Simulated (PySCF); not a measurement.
| atom | x (Å) | y (Å) | z (Å) |
| --- | --- | --- | --- |
| B | -1.8757 | 1.7287 | -0.4462 |
| C | -1.5729 | 0.7826 | 0.7606 |
| B | -0.9122 | -0.5302 | 0.1660 |
| C | -1.8458 | -1.7488 | -0.2065 |
| C | 0.6432 | -0.6588 | -0.0862 |
| C | 1.5573 | 0.4521 | 0.4359 |
| C | 3.0149 | 0.2144 | 0.0556 |
| H | -2.8871 | 1.6340 | -1.0297 |
| H | -1.0883 | 2.5190 | -0.8011 |
| H | -0.8900 | 1.2531 | 1.4657 |
| H | -2.4935 | 0.5129 | 1.2771 |
| H | -2.7226 | -1.4256 | -0.7647 |
| H | -2.2272 | -2.2194 | 0.6999 |
| H | -1.3490 | -2.5269 | -0.7823 |
| H | 0.7843 | -0.7318 | -1.1714 |
| H | 1.0028 | -1.6162 | 0.3062 |
| H | 1.4770 | 0.5068 | 1.5241 |
| H | 1.2321 | 1.4105 | 0.0291 |
| H | 3.3687 | -0.7294 | 0.4667 |
| H | 3.6484 | 1.0130 | 0.4367 |
| H | 3.1268 | 0.1770 | -1.0266 |

Geometry: GFN2-xTB.

These are results of PBE0/pcSseg-1, SCF density, gas phase, non-relativistic (PySCF 2.14.0), not measurements.

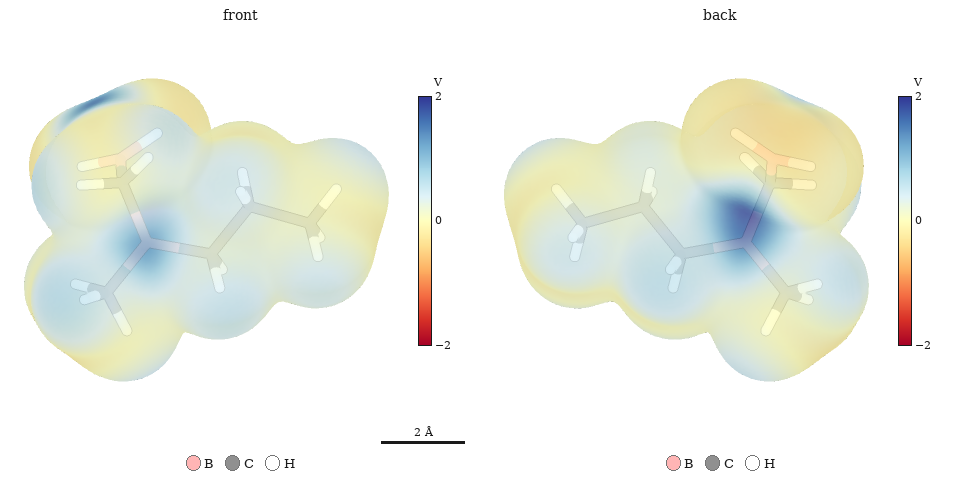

C$_{5}$H$_{14}$B$_{2}$ (SMILES BCB(C)CCC). The electrostatic potential painted on the density surface at 0.002 e/bohr³, seen from the front and from behind; red is negative and blue positive.

Which sites attract a positive test charge, and which a negative one?

A positive charge is drawn to the negative regions and a negative charge to the positive ones. The most negative region (about −0.4 V) lies over H8 and H9, the most positive (about +1.7 V) over B1 and B3.
